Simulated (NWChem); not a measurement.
**SnH2F2 (SMILES [F][SnH2][F]) at HF/def2-SVP (core potential)**

What is the electronic atomisation energy of SnH2F2 at HF/def2-SVP (core potential)? 

The calculation is run with NWChem 7.3.0.

14 further runs of the same task are left out: 2 that didn't finish, 12 set aside as unsound or not needed.

### 1 The molecule

SnH2F2 has 5 atoms, charge 0, and is taken as a singlet. As SMILES, `[F][SnH2][F]`. Geometry: relaxed at PBE0-D4/def2-TZVP.

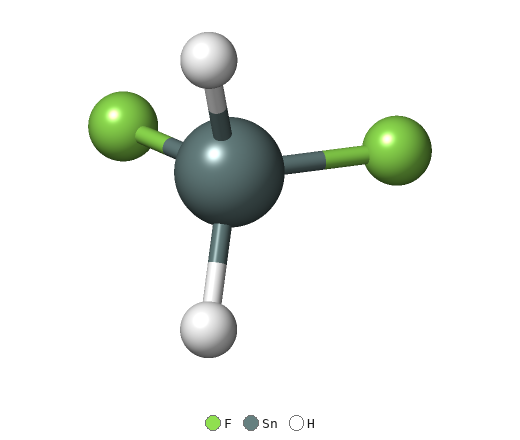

The structure, seen from a chosen angle (fluorine green, tin teal, hydrogen white).

### 2 Energy and gradient at HF/def2-SVP (core potential)

The input, mol.nw:

```
START mol
TITLE "F2H2Sn hf"
memory total 2200 mb

GEOMETRY noautosym nocenter noautoz
   F    -0.343500   -0.356300    1.741400
   Sn    0.128900   -0.073200   -0.086200
   F    -1.231200    1.110700   -0.712400
   H    -0.087400   -1.547100   -0.889100
   H     1.583200    0.792100   -0.095000
END

BASIS spherical bse
   * library def2-SVP
END

ECP bse
   Sn library def2-SVP
END

SCF
   thresh 1e-08
   maxiter 80
   noprint "final vectors analysis"
END

TASK scf gradient
```

Started as:

```sh
$ nwchem mol.nw > mol.out
```

Log:

```text
[...]
  functions       =    64
[...]
  wavefunction    = RHF
[...]
         Total SCF energy =   -413.256444852538
      One-electron energy =   -944.678035602305
      Two-electron energy =    386.811843249514
 Nuclear repulsion energy =    144.609747500253
        Time for solution =      5.8s
[...]
                         RHF ENERGY GRADIENTS
    atom               coordinates                        gradient
                 x          y          z           x          y          z
   1 F      -0.649121  -0.673309   3.290769    0.000459   0.000313  -0.001891
   2 Sn      0.243586  -0.138328  -0.162894   -0.001418   0.000693   0.000952
   3 F      -2.326631   2.098919  -1.346241    0.001369  -0.001206   0.000670
   4 H      -0.165162  -2.923595  -1.680155   -0.001218  -0.001316  -0.000346
   5 H       2.991814   1.496852  -0.179524    0.000807   0.001517   0.000615
[...]
```

Wall time 7.8 s (1 thread of INTEL XEON PLATINUM 8581C at 2.10GHz (Emerald Rapids), shared host); peak memory 0.1 GiB.

### 3 The F atom: the energy at UHF/def2-SVP

The input, geom.nw:

```
start geom
memory 2200 mb
charge 0

geometry units angstrom noautosym nocenter noautoz
  F      0.000000     0.000000     0.000000
end

basis "ao basis" spherical bse
  * library def2-SVP
end

scf
  doublet
  uhf
  thresh 1e-08
  maxiter 80
end

task scf
```

Run the same way, it converges to -99.28405 Eh (log not shown).

### 4 The H atom: a single-point energy at UHF/def2-SVP

The input, struct.nw:

```
start struct
title "H"
memory 2200 mb

geometry noautosym nocenter noautoz
  H     0.000000    0.000000    0.000000
end

basis spherical bse
  * library def2-SVP
end

scf
  doublet
  uhf
  thresh 1e-08
  maxiter 80
  noprint "final vectors analysis"
end

task scf energy
```

Started as:

```sh
$ nwchem struct.nw > struct.out
```

Log:

```text
[...]
  functions       =     5
[...]
  wavefunction    = UHF
[...]
         Total SCF energy =     -0.499278405714
      One electron energy =     -0.499278405714
      Two electron energy =      0.000000000000
 Nuclear repulsion energy =      0.000000000000
                       Sz =      0.5000
                 Sz(Sz+1) =      0.7500
                      S^2 =      0.7500
[...]
```

It took 0.57 s on 1 thread of INTEL XEON PLATINUM 8581C at 2.10GHz (Emerald Rapids), shared host; peak memory 0.098 GiB.

### 5 The Sn atom: a single-point energy at UHF/def2-SVP (core potential)

The input, run.py:

```python
from ase import Atoms
from ase.calculators.nwchem import NWChem

molecule = Atoms(['Sn'], positions=[
    [0.000000, 0.000000, 0.000000],
])

calc = NWChem(
    label='test',
    theory='scf',
    memory='2200 mb',
    basis='def2-SVP',
    basispar='spherical bse',
    scf={'nopen': '2', 'uhf': None, 'thresh': '1e-08', 'maxiter': '80'},
    task='energy',
    **{'ecp bse': {'Sn library': 'def2-SVP'}},
)
molecule.calc = calc

print(f"energy = {molecule.get_potential_energy():.6f} eV")
```

Started as:

```sh
$ export ASE_NWCHEM_COMMAND="nwchem PREFIX.nwi > PREFIX.nwo"
$ python run.py
```

Log:

```text
energy = -5805.171879 eV
```

The calculator wrote test.nwi:

```
title "test"

permanent_dir test

scratch_dir test

start test

geometry units angstrom nocenter noautosym noautoz
  Sn 0.0000000000000000e+00 0.0000000000000000e+00 0.0000000000000000e+00
end

memory 2200 mb

basis spherical bse noprint
   * library def2-SVP
end

scf
  nopen 2
  uhf
  thresh 1e-08
  maxiter 80
end
ecp bse
  Sn library def2-SVP
end

task scf energy
```

test.nwo:

```text
Northwest Computational Chemistry Package (NWChem) 7.3.0
             --------------------------------------------------------

           Job information
           ---------------

    nwchem branch   = 7.3.0
    use scalapack   = T
    input           = test.nwi
    prefix          = test.
    data base       = test/test.db
    status          = startup
    nproc           =        1

           Memory information
           ------------------

[... 5 lines left out ...]
    hardfail = no
[... 82 lines left out ...]
 1-e energy   =    -376.057179
[... 9 lines left out ...]
 Convergence threshold     :          1.000E-08
[... 15 lines left out ...]
      One electron energy =   -376.103087042003
[... 9 lines left out ...]
          Final alpha eigenvalues
[... 222 lines left out ...]
                     UHF Final Beta Molecular Orbital Analysis
[... 205 lines left out ...]
       Multipole analysis of the density wrt the origin
       ------------------------------------------------

     L   x y z        total         alpha         beta         nuclear
     -   - - -        -----         -----         ----         -------
     0   0 0 0     -0.000000    -12.000000    -10.000000     22.000000

     1   1 0 0      0.000000      0.000000     -0.000000      0.000000
[... 8 lines of this table left out ...]
     2   0 0 2    -21.063530    -15.403228     -5.660302      0.000000

 Task  times  cpu:        1.4s     wall:        1.4s
 Total times  cpu:        1.4s     wall:        1.4s
```

Run time: 2.3 s. Hardware: 1 thread of INTEL XEON PLATINUM 8581C at 2.10GHz (Emerald Rapids), shared host; peak memory 0.098 GiB.

### 6 What came out

Level: HF/def2-SVP (core potential).

| quantity | value |
| --- | --- |
| molecule: total energy | -413.25644 Eh |
| molecule: dipole moment | 3.94 D |
| molecule: largest force on an atom | 0.101 eV/Å |
| F atom: total energy | -99.28405 Eh |
| F atom: dipole moment | 0.00 D |
| F atom: HOMO energy (highest over α and β) | -18.30 eV |
| F atom: LUMO energy (lowest over α and β) | 2.28 eV |
| F atom: ⟨S²⟩ | 0.752 |
| H atom: total energy | -0.49928 Eh |
| H atom: dipole moment | 0.00 D |
| H atom: ⟨S²⟩ | 0.750 |
| Sn atom: total energy | -213.33613 Eh |
| Sn atom: dipole moment | 0.00 D |
| Sn atom: HOMO energy (highest over α and β) | -7.23 eV |
| Sn atom: LUMO energy (lowest over α and β) | -0.33 eV |
| Sn atom: ⟨S²⟩ | 2.010 |
| electronic atomisation energy | 9.623 eV |

What this shows: Taking the molecule apart into free atoms costs 9.62 eV (222 kcal/mol), before zero-point energy and without spin-orbit coupling. Hartree–Fock lacks the correlation of the bonding pairs, which as a rule makes this value much too low; in minimal bases other errors can mask that.
